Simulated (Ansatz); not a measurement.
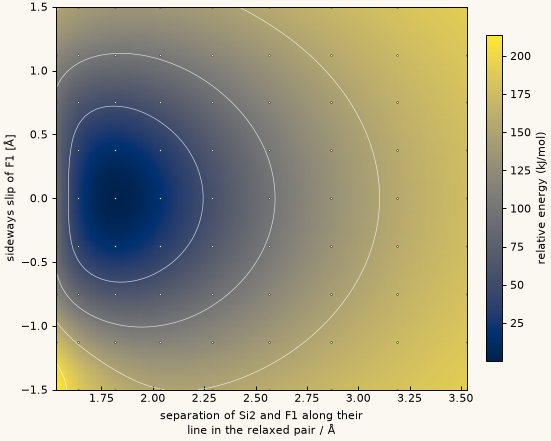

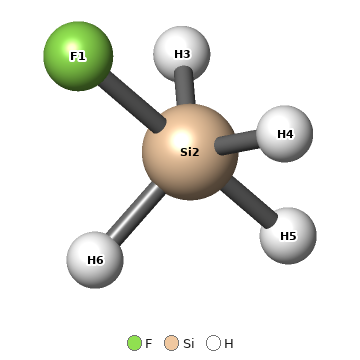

Energy landscape of FH₄Si, charge −1. Coordinates scanned: (1) separation of Si2 and F1 along their line in the relaxed pair; (2) sideways slip of F1. Nothing is relaxed (both partners rigid). Grid: 9 × 9 points. Points are written as (first, second). Energies: kJ/mol, counted from the lowest grid point. The calculation used Ansatz 0.2.0, RKS wB97X-V/def2-SVPD.

Drawn: a smooth colour map with a few white contour lines, dots at the grid points. Between grid points the surface is interpolated. The second picture is the structure at the lowest point.

### What does the map say about the system?

The lowest grid point is at (1.816 Å, 0.000 Å). It is the only kind of minimum in the scanned range. The highest grid point, (1.529 Å, −1.500 Å), lies 213 kJ/mol above the lowest. Round the minimum the two coordinates are nearly uncoupled.

The input of one point:

```yaml
crystal:
  periodic: [false, false, false]
  atoms:
    - { symbol: F, position_ang: [-0.364949, 0.00761, -1.714683] }
    - { symbol: Si, position_ang: [0.013094, -0.000274, 0.061515] }
    - { symbol: H, position_ang: [1.333209, 0.671182, -0.26663] }
    - { symbol: H, position_ang: [-1.229798, 0.841684, 0.279663] }
    - { symbol: H, position_ang: [0.34411, -0.007177, 1.616688] }
    - { symbol: H, position_ang: [-0.094773, -1.513045, 0.027652] }
total_charge: -1
basis:
  gaussian: { orbitals: def2-SVPD }
hamiltonian:
  xc: { name: wB97X-V }
output:
  forces: true
```

Each point was launched as `ansatz run input.yaml --threads 1 --pin off --max-ram 2560MiB --backend cpu --events-out ev --progress --plain --runs-dir out`. The whole map (81 points run) took 10 min on 1 thread of Intel(R) Xeon(R) Platinum 8259CL CPU @ 2.50GHz (Skylake/Cascade Lake), on a shared host.
